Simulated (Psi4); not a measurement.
**PH (SMILES [PH]) at UCAM-B3LYP/6-311++G(2d,2p) (sweep point 8)**

Aim: the energy change on altering one bond length of PH at UCAM-B3LYP/6-311++G(2d,2p) (sweep point 8), from 2 runs. The job is set up through a Python script.

The calculation is run with Psi4 1.11.

**1. The system as given**

PH: 2 atoms, total charge 0, spin state triplet. As SMILES, `[PH]`. Geometry: relaxed at GFN2-xTB.

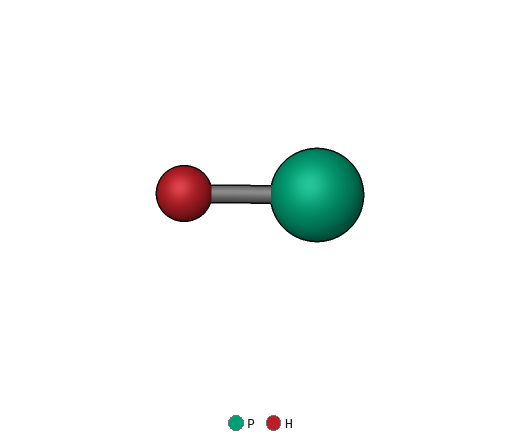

Viewed from a chosen angle; phosphorus teal, hydrogen red.

**2. The energy at UCAM-B3LYP/6-311++G(2d,2p) (sweep point 8)**

File hp.py:

```python
import psi4

psi4.set_memory(1600000000)
psi4.set_num_threads(1)
psi4.set_output_file('hp.out', False)

molecule = psi4.geometry("""
0 3
P      0.000000     0.000000     0.000000
H      0.000000     0.000000     1.399070
symmetry c1
""")

options = {'basis': '6-311++G(2d,2p)', 'reference': 'uks', 'puream': True, 'scf_type': 'pk', 'dft_radial_points': 99, 'dft_spherical_points': 590, 'maxiter': 150}
psi4.set_options(options)

e = psi4.energy("cam-b3lyp")
print('E =', round(e, 9))
```

Started as:

```sh
$ python hp.py
```

hp.out:

```text
[...]
  Running in c1 symmetry.
[...]
  Nuclear repulsion =    5.673524669995068
[...]
  Multiplicity = 3
[...]
  Nalpha       = 9
  Nbeta        = 7
[...]
    Number of basis functions: 45
[...]
   @UKS iter   1:  -341.87372245478849   -4.47776e-01   7.36165e-03 ADIIS/DIIS
[...]
   @UKS iter   7:  -341.89205859761353   -3.42978e-08   9.41360e-07 DIIS
[...]
   @S^2 Observed:                2.006485738E+00
[...]
    Orbital Energies [Eh]
    ---------------------
    Alpha Occupied:
       1A    -77.144818     2A     -6.642514     3A     -4.807926
       4A     -4.807926     5A     -4.799500     6A     -0.707355
       7A     -0.413309     8A     -0.315817     9A     -0.315817
    Alpha Virtual:
      10A      0.025819    11A      0.061841    12A      0.067090
      13A      0.067090    14A      0.074434    15A      0.141267
      16A      0.311021    17A      0.330501    18A      0.330501
      19A      0.346189    20A      0.346189    21A      0.361357
      22A      0.361357    23A      0.399383    24A      0.611575
      25A      0.681957    26A      0.860114    27A      0.860114
[...]
  @UKS Final Energy:  -341.89205859761353
   => Energetics <=
    Nuclear Repulsion Energy =              5.6735246699950679
    One-Electron Energy =                -483.6045179669587810
    Two-Electron Energy =                 153.9782503005261276
    DFT Exchange-Correlation Energy =     -17.9393156011759061
    Empirical Dispersion Energy =           0.0000000000000000
    VV10 Nonlocal Energy =                  0.0000000000000000
    Total Energy =                       -341.8920585976134703
[...]
 Multipole Moments:
 ------------------------------------------------------------------------------------
     Multipole            Electronic (a.u.)      Nuclear  (a.u.)        Total (a.u.)
 ------------------------------------------------------------------------------------
 L = 1.  Multiply by 2.5417464519 to convert [e a0] to [Debye]
 Dipole X            :         -0.0000000            0.0000000           -0.0000000
 Dipole Y            :         -0.0000000            0.0000000           -0.0000000
 Dipole Z            :         -1.1034128            1.3108184            0.2074056
 Magnitude           :                                                    0.2074056
[...]
```

On the terminal:

```text
E = -341.892058598
```

Wall time 2.4 s (1 thread of AMD EPYC 9R45 (Zen 5), shared host); peak memory 0.34 GiB.

**3. The distorted shape, same level**

File run.py:

```python
import psi4

psi4.set_memory(1600000000)
psi4.set_num_threads(1)
psi4.set_output_file('psi4.out', False)

mol = psi4.geometry("""
0 3
P      0.000000     0.000000    -0.279830
H      0.000000     0.000000     1.399070
symmetry c1
""")

psi4.set_options({
    'basis': '6-311++G(2d,2p)',
    'reference': 'uks',
    'puream': True,
    'scf_type': 'pk',
    'dft_radial_points': 99,
    'dft_spherical_points': 590,
    'maxiter': 150,
})

E, wfn = psi4.energy('cam-b3lyp', return_wfn=True)
print(f'total energy {E:.8f} hartree = {E * 27.211386:.5f} eV')
```

Started as:

```sh
$ python run.py
```

psi4.out:

```text
[...]
  Running in c1 symmetry.
[...]
  Nuclear repulsion =    4.727892167520400
[...]
  Multiplicity = 3
[...]
  Nalpha       = 9
  Nbeta        = 7
[...]
    Number of basis functions: 45
[...]
   @UKS iter   1:  -341.85768270531184   -5.13197e-01   7.15111e-03 DIIS/ADIIS
[...]
   @UKS iter   9:  -341.87544961156243   -1.58811e-08   2.70995e-07 DIIS
[...]
   @S^2 Observed:                2.007292601E+00
[...]
    Orbital Energies [Eh]
    ---------------------
    Alpha Occupied:
       1A    -77.163466     2A     -6.657143     3A     -4.822349
       4A     -4.822349     5A     -4.815466     6A     -0.684954
       7A     -0.391706     8A     -0.318595     9A     -0.318595
    Alpha Virtual:
      10A      0.005728    11A      0.059877    12A      0.064391
      13A      0.066295    14A      0.066295    15A      0.115230
      16A      0.319631    17A      0.328867    18A      0.328867
      19A      0.344418    20A      0.344418    21A      0.357977
      22A      0.357977    23A      0.404451    24A      0.560902
      25A      0.627116    26A      0.794367    27A      0.794367
[...]
  @UKS Final Energy:  -341.87544961156243
   => Energetics <=
    Nuclear Repulsion Energy =              4.7278921675204000
    One-Electron Energy =                -481.6397614600805923
    Two-Electron Energy =                 152.9263727218927045
    DFT Exchange-Correlation Energy =     -17.8899530408949907
    Empirical Dispersion Energy =           0.0000000000000000
    VV10 Nonlocal Energy =                  0.0000000000000000
    Total Energy =                       -341.8754496115624306
[...]
 Multipole Moments:
 ------------------------------------------------------------------------------------
     Multipole            Electronic (a.u.)      Nuclear  (a.u.)        Total (a.u.)
 ------------------------------------------------------------------------------------
 L = 1.  Multiply by 2.5417464519 to convert [e a0] to [Debye]
 Dipole X            :         -0.0000000            0.0000000           -0.0000000
 Dipole Y            :         -0.0000000            0.0000000           -0.0000000
 Dipole Z            :         -1.5293583            1.5729971            0.0436387
 Magnitude           :                                                    0.0436387
[...]
```

The script printed:

```text
total energy -341.87544961 hartree = -9302.90482 eV
```

Run time: 2.7 s. Hardware: 1 thread of AMD EPYC 9R45 (Zen 5), shared host; peak memory 0.34 GiB.

**4. Summary of results**

At UCAM-B3LYP/6-311++G(2d,2p) (sweep point 8):

```
                                                         quantity          value
                                        first shape: total energy  -341.89206 Eh
                                       first shape: dipole moment         0.53 D
                  first shape: HOMO energy (highest over α and β)       -8.59 eV
                   first shape: LUMO energy (lowest over α and β)       -2.01 eV
                                                first shape: ⟨S²⟩          2.006
                                    distorted shape: total energy  -341.87545 Eh
                                   distorted shape: dipole moment         0.11 D
              distorted shape: HOMO energy (highest over α and β)       -8.67 eV
               distorted shape: LUMO energy (lowest over α and β)       -2.05 eV
                                            distorted shape: ⟨S²⟩          2.007
energy change with the P1–H2 bond stretched from 1.399 to 1.679 Å       0.452 eV
```

In words: With the P1–H2 bond stretched from 1.399 to 1.679 Å the energy rises by 0.45 eV (43.6 kJ/mol). The first shape isn't relaxed at this level, so the change isn't measured from a minimum.
